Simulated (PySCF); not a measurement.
C₆H₁₀, SMILES `C1=CCCCC1`.

Level of theory: HF/cc-pVDZ (PySCF), at a geometry from GFN2-xTB. No frequency check shows the geometry to be a minimum.

Coordinates in Å:

```
C1       0.6590   -1.2911   -0.0527
C2      -0.6590   -1.2911    0.0527
C3      -1.4838   -0.0423    0.1171
C4      -0.6837    1.1757   -0.3374
C5       0.6837    1.1757    0.3374
C6       1.4838   -0.0423   -0.1171
H7       1.2049   -2.2233   -0.1084
H8      -1.2049   -2.2233    0.1084
H9      -2.3765   -0.1615   -0.5025
H10     -1.8263    0.1020    1.1478
H11     -1.2277    2.0917   -0.0977
H12     -0.5485    1.1371   -1.4205
H13      1.2277    2.0917    0.0977
H14      0.5485    1.1371    1.4205
H15      2.3765   -0.1615    0.5025
H16      1.8263    0.1020   -1.1478
```

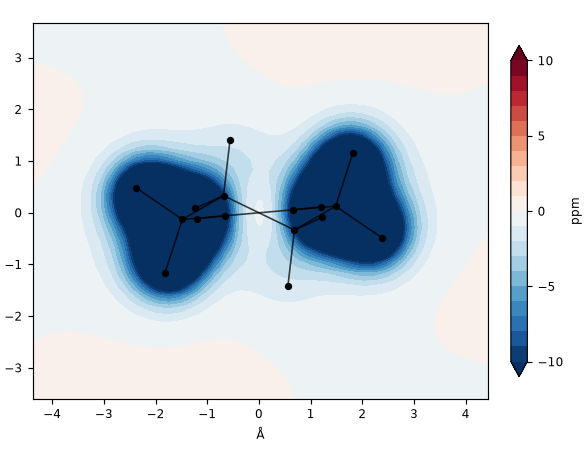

Isotropic NICS in a plane perpendicular to the 6-membered ring C1/C2/C3/C4/C5/C6; GIAO shieldings; atoms are projected onto the map; negative values mean shielding.

**Is the ring aromatic by this magnetic criterion?**

It is neither clearly shielded nor deshielded above its centre; an sp³ atom breaks the ring's conjugation, so the values mix its σ bonds and separate π bonds and show no closed π ring current: NICS(0) = −0.6, NICS(1) = −1.8, NICS(1)zz = +2.6 ppm.
